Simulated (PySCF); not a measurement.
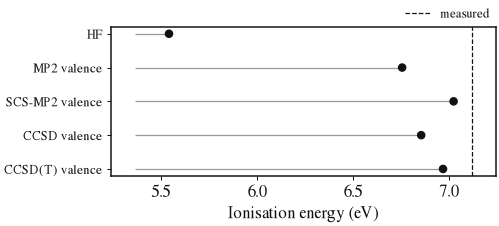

The ionisation energy of neutral technetium ([Kr] 4d⁵ 5s² → [Kr] 4d⁵ 5s) across levels of theory. PySCF, aug-cc-pVTZ-DK, spin-free X2C-1e, unrestricted single determinants, no spin-orbit coupling. Methods marked “valence” freeze 36 core electrons.

**How do the methods compare?**

The values run from 5.54 eV (HF) to 7.02 eV (SCS-MP2 valence). The measured value is 7.12 eV; nearest to it come SCS-MP2 valence (−0.10) and CCSD(T) valence (−0.15), furthest HF (−1.58 eV).

| Method | Ionisation energy (eV) |
| --- | --- |
| HF | 5.54 |
| MP2 valence | 6.76 |
| SCS-MP2 valence | 7.02 |
| CCSD valence | 6.85 |
| CCSD(T) valence | 6.97 |
